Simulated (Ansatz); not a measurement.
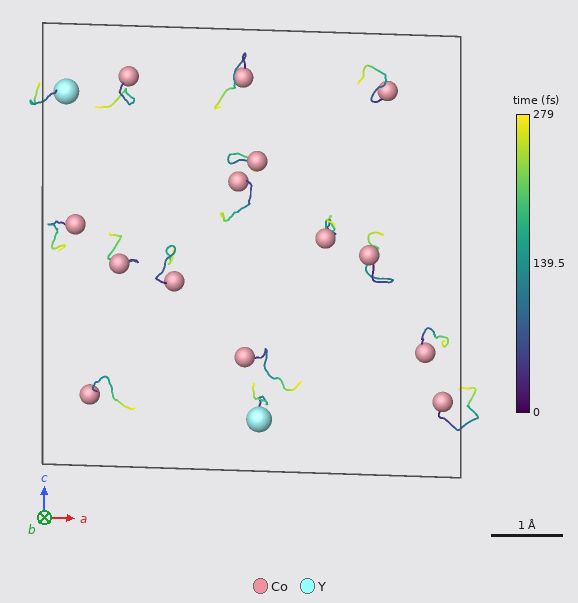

Molecular dynamics of an amorphous cell of composition YCo7 (16 atoms in the cell), 279 fs long. It starts from the last geometry of an earlier run, with fresh velocities. Lines trace each atom's path, coloured by time; spheres stand at the starting positions. Seen along the b axis in the simulation cell.

Method: Ansatz, DFT PBE, scalar-relativistic, plane waves, PAW. Set-up: plane-wave cutoff 420 eV; k-point mesh 1 × 1 × 1; Fermi-Dirac smearing 0.0888 eV; set temperature 1030 K; time step 3 fs.

Input file:
```yaml
crystal:
  lattice:
    - [5.957029, 0.039877, -0.099824]
    - [0.039877, 5.950687, 0.045417]
    - [-0.099824, 0.045417, 6.28073]
  atoms:
    - { symbol: Co, position: [0.7813025494, 0.1710911766, 0.4978785444] }
    - { symbol: Co, position: [0.8251327914, 0.5178049124, 0.871414811] }
    - { symbol: Co, position: [0.9152223633, 0.8566111383, 0.2807700648] }
    - { symbol: Co, position: [0.4796923756, 0.6747492069, 0.8911355831] }
    - { symbol: Co, position: [0.6765902657, 0.6898541744, 0.53246946] }
    - { symbol: Co, position: [0.4684116687, 0.3635439466, 0.6551237899] }
    - { symbol: Co, position: [0.3150455724, 0.8107578876, 0.4241379682] }
    - { symbol: Co, position: [0.483447643, 0.559904986, 0.2575108771] }
    - { symbol: Co, position: [0.9567816611, 0.2116784163, 0.1706056298] }
    - { symbol: Co, position: [0.2059889031, 0.4226882843, 0.8855698587] }
    - { symbol: Co, position: [0.0786563246, 0.4968808088, 0.5459904055] }
    - { symbol: Co, position: [0.513404808, 0.9631904381, 0.7026632858] }
    - { symbol: Co, position: [0.1835869636, 0.1568523309, 0.4599265975] }
    - { symbol: Co, position: [0.1129119666, 0.5884276969, 0.1614331632] }
    - { symbol: "Y", position: [0.5178291085, 0.1139118625, 0.1173975886] }
    - { symbol: "Y", position: [0.0569122792, 0.9366386403, 0.846465837] }
  symmetry: { detect: false }
basis:
  ecutwfc: 420
  xc_grid: 1
kpoints:
  mp_grid: { grid: [1, 1, 1], shift: [0.25, 0.25, 0.25] }
hamiltonian:
  xc: pbe
scf:
  occupations: { method: fermi_dirac, width: 0.0888 }
  lower_state_search: "off"
  convergence: { dr2_threshold: 1.0e-05 }
output:
  forces: true
  stress: true
md:
  timestep: 3.0
  n_steps: 93
  ensemble: nvt_langevin
  friction: 0.03
  temperature: 1030.0
  initial_velocities: maxwell_boltzmann
  seed: 28311
```

Launched with:
```bash
ansatz run input.yaml --threads 2 --pin off --max-ram 5120MiB --backend cpu --events-out ev --progress --plain --runs-dir out
```

> Describe the motion.

In the second half of the run the atoms are, in the root-mean-square, this far from where they began (common drift taken out): Y 0.47 Å, Co 0.46 Å. Against the typical shortest distance between atoms in the first frame, about 2.2 Å these are large excursions, but over 279 fs one can't yet tell strong vibration from the start of diffusion.

Limits of the set-up: the k-point mesh is coarse for a cell with partly filled bands; the periodic images lie only 6.0 Å apart, so the values are limited by the cell's size.
